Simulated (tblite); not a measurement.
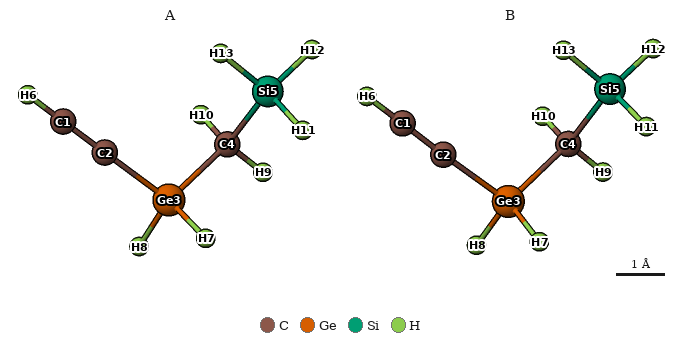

Two geometries of C₃H₈GeSi, drawn at one scale. One is the start of a relaxation, the other its converged end. A ball-and-stick model, seen at a tilt.

Theory: GFN2-xTB geometry optimisation, gas phase in tblite 0.8.0. 

Question: Which geometry has the lower energy?

Answer: Structure B is the relaxed one. The energy falls by 9.38 kJ/mol in 45 geometry steps. The atom that moves furthest after the best rigid fit is H7 (0.16 Å). By element the largest moves are H 0.16 Å, Si 0.07 Å, C 0.06 Å, Ge 0.04 Å. Among the contacts that change: Ge3–H7 1.553 → 1.504 Å, Ge3–H8 1.553 → 1.510 Å, C2–Ge3 1.874 → 1.899 Å, C1–C2 1.223 → 1.203 Å. Bond angles that change, for instance: Ge3–C4–Si5 109.2° → 113.1°, C4–Ge3–H7 109.2° → 112.5°, H9–C4–H10 110.0° → 106.8°.
